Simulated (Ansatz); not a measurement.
Fields on a plane of ZrCu5 (space group F-43m)

```
CELL_PARAMETERS angstrom
      0.00000     3.35596     3.35596
      3.35596     0.00000     3.35596
      3.35596     3.35596     0.00000
ATOMIC_POSITIONS crystal
  Zr 0.00000 0.00000 0.00000
  Cu 0.25000 0.25000 0.25000
  Cu 0.62418 0.62418 0.62418
  Cu 0.62418 0.62418 0.12746
  Cu 0.62418 0.12746 0.62418
  Cu 0.12746 0.62418 0.62418
```

The slice is a {100} plane (indices of the conventional cell) through the point (0.624, 0.624, 0.624) (fractional), spanned by u = [100] and v = [0 1 -1] in vectors of this cell: u (4.75 Å) and v (4.75 Å, at 90° to u). It covers one period; positions are fractions (u, v).

Atoms on it: Cu at (0.00, 0.00); Cu at (0.50, 0.00). Other atoms lie within 1 Å of the plane.

Method: LDA (plane waves to 420 eV, PAW, scalar-relativistic; Ansatz, an electronic-structure program). k mesh 12×12×12. Near the nuclei the fields are pseudised (PAW); where an atom keeps semicore shells as valence, they peak there. ZrCu5 is run without spin polarisation. ZrCu5 was relaxed with its symmetry unable to fall.

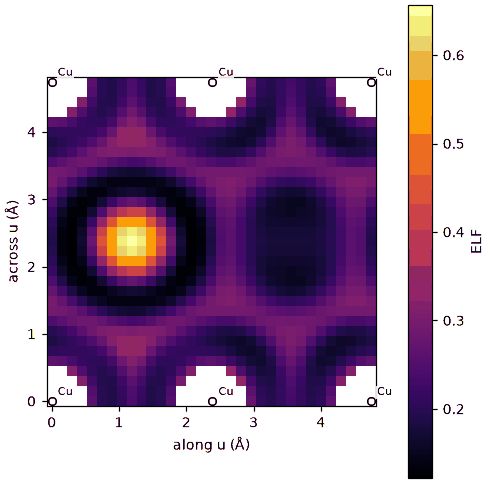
Fig. 1. Electron localisation function (ELF), one period of the plane, atoms marked. Points within 0.5 Å of a nucleus are left white, as the pseudised field means little there.

```tsv
v \ u	0.00	0.09	0.19	0.28	0.38	0.47	0.56	0.66	0.75	0.84	0.94
0.94	x	x	x	7.5	x	x	x	x	8.1	x	x
0.84	x	x	8.9	10.0	x	x	x	7.0	10.9	7.4	x
0.75	9.6	9.2	8.8	8.7	9.1	9.4	10.3	11.6	12.0	11.6	10.4
0.66	10.7	7.2	<4.0	<4.0	5.5	9.7	11.4	10.4	9.2	10.4	11.4
0.56	9.0	<4.0	x	x	<4.0	7.4	9.8	5.7	x	x	9.7
0.47	8.6	<4.0	x	x	<4.0	6.9	9.4	x	x	x	9.4
0.38	10.2	5.7	<4.0	<4.0	<4.0	9.0	10.9	9.2	7.0	9.1	10.9
0.28	10.6	9.2	7.4	7.0	8.5	10.2	11.3	11.7	11.6	11.7	11.3
0.19	x	x	9.6	10.1	7.4	x	x	9.5	11.7	9.7	x
0.09	x	x	x	8.5	x	x	x	x	9.0	x	x
0.00	x	x	x	6.4	x	x	x	x	7.2	x	x
```

Values: electrostatic potential energy of an electron, from the cell's mean, in eV. Points within 1 Å of a nucleus are blanked (x), as the pseudised field means little there. Values under 4 eV are set to 4. The zero, the cell's mean, hangs on the PAW cores.

The density on the Cu–Cu line (2.36 Å) at its midpoint is 0.39 e/Å³. The ELF at that point is 0.23.
